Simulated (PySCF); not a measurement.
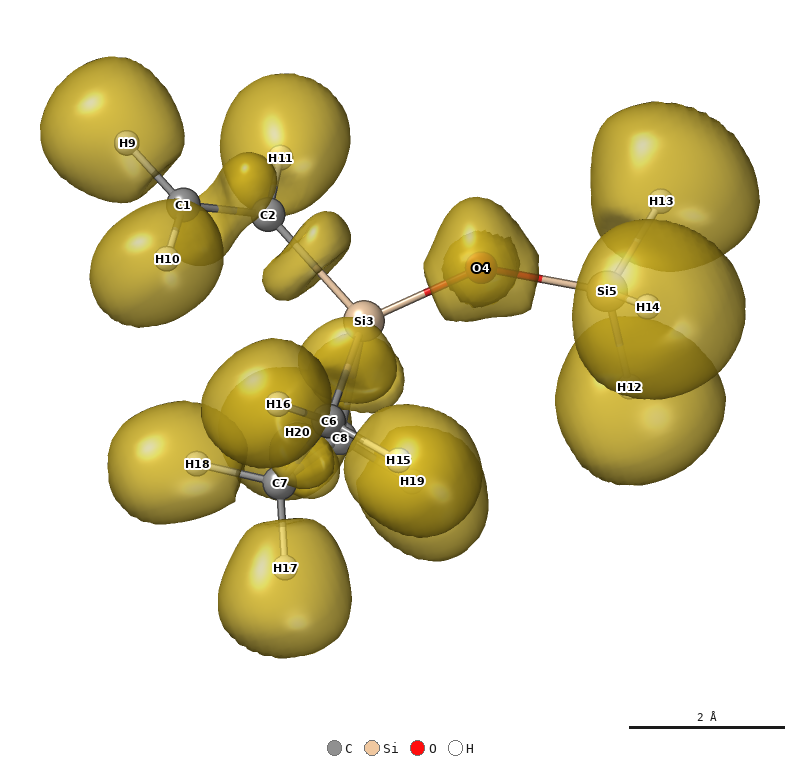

The picture shows: C₅H₁₂OSi₂ (SMILES C=C[Si]1(O[SiH3])CCC1). Isosurface of the ELF at 0.8 (yellow), seen across its widest extent. Only the valence region is drawn (cores and ρ < 0.01 e/Å³ removed).

Geometry: PBE0-D3(BJ)/def2-SVP.

The calculation used PySCF 2.14.0, B3LYP/def2-SVPD, SCF density, gas phase.

```yaml
atoms:
  - { symbol: C, position_ang: [-1.4989, 2.5543, -0.3059] }
  - { symbol: C, position_ang: [-0.5297, 1.8655, -0.9198] }
  - { symbol: Si, position_ang: [0.1377, 0.2446, -0.2925] }
  - { symbol: O, position_ang: [1.7975, 0.3370, -0.3378] }
  - { symbol: Si, position_ang: [3.2073, -0.5129, -0.1625] }
  - { symbol: C, position_ang: [-0.7393, -0.4260, 1.2356] }
  - { symbol: C, position_ang: [-1.6259, -1.2295, 0.2430] }
  - { symbol: C, position_ang: [-0.7023, -1.2888, -1.0061] }
  - { symbol: H, position_ang: [-1.8964, 3.4912, -0.7121] }
  - { symbol: H, position_ang: [-1.9409, 2.2149, 0.6381] }
  - { symbol: H, position_ang: [-0.1250, 2.2663, -1.8591] }
  - { symbol: H, position_ang: [3.0286, -1.9288, -0.6127] }
  - { symbol: H, position_ang: [4.2645, 0.1339, -0.9908] }
  - { symbol: H, position_ang: [3.6360, -0.5156, 1.2683] }
  - { symbol: H, position_ang: [-0.0741, -1.0998, 1.8010] }
  - { symbol: H, position_ang: [-1.2618, 0.2194, 1.9562] }
  - { symbol: H, position_ang: [-1.9524, -2.2140, 0.6162] }
  - { symbol: H, position_ang: [-2.5373, -0.6566, 0.0076] }
  - { symbol: H, position_ang: [-0.0370, -2.1673, -0.9620] }
  - { symbol: H, position_ang: [-1.2008, -1.2783, -1.9855] }
```

Describe the localisation domains.

The ELF exceeds this value in three regions between bonded C–C atoms (shared pairs), three regions between bonded C–Si atoms (shared pairs), twelve regions around hydrogen nuclei and one region wrapped around O (its lone pairs, merged into a ring or cap).

Values along the shortest contacts:
C–C (1.34 Å): the ELF peaks at about 0.95 between the atoms; a short, multiple covalent bond. Si–O (1.66 Å): the ELF peaks at about 0.85 between the atoms: a shared but strongly polarised pair.
